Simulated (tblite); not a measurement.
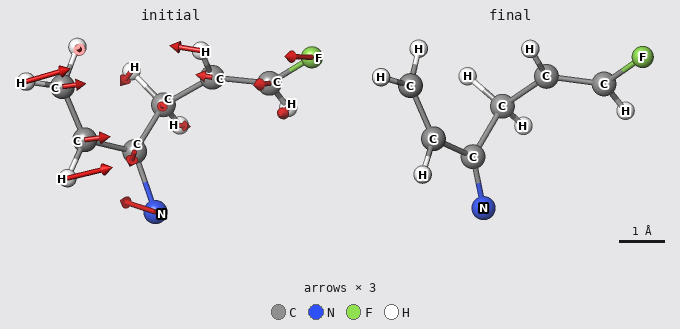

The structure of C₆H₇FN (multiplicity 2) before (left) and after (right) a relaxation, at one scale. The red arrows give the displacements, magnified 3 times.

Style: ball-and-stick. Shown from a free direction.

These are results of GFN2-xTB geometry optimisation, gas phase (tblite 0.8.0), not measurements. 

**Describe what moved and what it gained.**

The N atom moves most after the best rigid fit: 0.44 Å. By element the largest moves are N 0.44 Å, H 0.40 Å, F 0.30 Å, C 0.20 Å. Near-neighbour distances that change, for instance: C–N 1.452 → 1.227 Å, C–C 1.501 → 1.549 Å, C–C 1.339 → 1.323 Å, C–F 1.354 → 1.340 Å. Bond angles that change, for instance: C–C–C 123.5° → 116.4°, C–C–N 117.1° → 124.0°, C–C–H 111.1° → 107.4°. The energy falls by 119.7 kJ/mol in 91 geometry steps.
